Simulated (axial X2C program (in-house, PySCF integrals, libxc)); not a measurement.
# TiCl⁻: properties at the nuclei

Wanted for TiCl⁻: properties at the nuclei, at the two-component level.

Computed with an in-house X2C program for linear molecules on PySCF integrals. Level: two-component X2C with atomic mean-field terms, Ti dyall-acv3z, Cl dyall-av3z.

All values are calculated.

## Step 1: The job

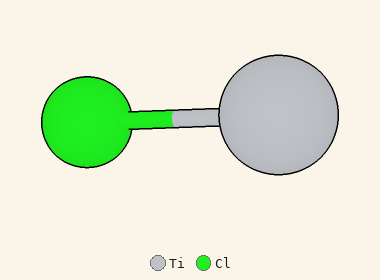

The two atoms at 2.350 Å (titanium light grey, chlorine green).

task.json

```json
{"zs": [22, 17], "q": -1, "bas": ["dyall-acv3z", "dyall-av3z"], "r0": 2.35, "levels": ["PBE0", "HF", "TPSSh", "LDA", "BP86"], "nst": 3}
```

Keys: zs atomic numbers; q charge; bas basis sets; r0 starting distance in Å; levels methods (HF also brings MP2); nst determinants followed.

Command:

```console
python soeom.py task.json out
```

Further steps of the session: Expectation values, lowest determinant; Expectation values, a higher determinant; Expectation values, a higher determinant.

Before running it: what results should come out? Wanted: lowest determinant; Eeff magnitude; Ws magnitude Ti; A∥/gI Ti; qzz Ti; higher determinant (for each run or level that gives them).

**Answer**, as computed:

```
                                        quantity                                            value
                              lowest determinant   Ω = 2 (excess of +ω over −ω: ω = 1/2, ω = 3/2)
                    Eeff magnitude (GV/cm), PBE0                                           0.0773
                     Ws magnitude Ti (kHz), PBE0                                          0.00955
                            A∥/gI Ti (MHz), PBE0                                              229
                             qzz Ti (a.u.), PBE0                                            -0.55
                              higher determinant  Ω = 1 (excess of +ω over −ω: ω = -3/2, ω = 5/2)
Eeff magnitude (GV/cm), PBE0, higher determinant                                            0.177
 Ws magnitude Ti (kHz), PBE0, higher determinant                                           0.0578
        A∥/gI Ti (MHz), PBE0, higher determinant                                            -10.3
         qzz Ti (a.u.), PBE0, higher determinant                                             0.72
                              higher determinant   Ω = 4 (excess of +ω over −ω: ω = 3/2, ω = 5/2)
Eeff magnitude (GV/cm), PBE0, higher determinant                                           0.0784
 Ws magnitude Ti (kHz), PBE0, higher determinant                                          0.00478
        A∥/gI Ti (MHz), PBE0, higher determinant                                              143
         qzz Ti (a.u.), PBE0, higher determinant                                            -0.55
```

In words: In the first state, the effective field runs from 0.0773 to 0.388 GV/cm over the mean-field levels, so the levels don't agree on it. The expectation values come from single determinants, which for open shells can mix terms of unlike spin or miss the lowest Ω, so a determinant need not be a state. Eeff is the effective electric field on the electron dipole moment in this Ω state and Ws the scalar–pseudoscalar constant (defined with the proton number Z and per Ω); A∥ is the parallel hyperfine constant, which follows by multiplying with the nuclear g factor gI = μI/(I μN); qzz is the electric field gradient, eQq0 = 234.96 MHz × Q/barn × qzz. The operators were transformed with the bare-nucleus X2C matrices. A second determinant lies within 0.1 eV of the first, so their order is not settled at this level.
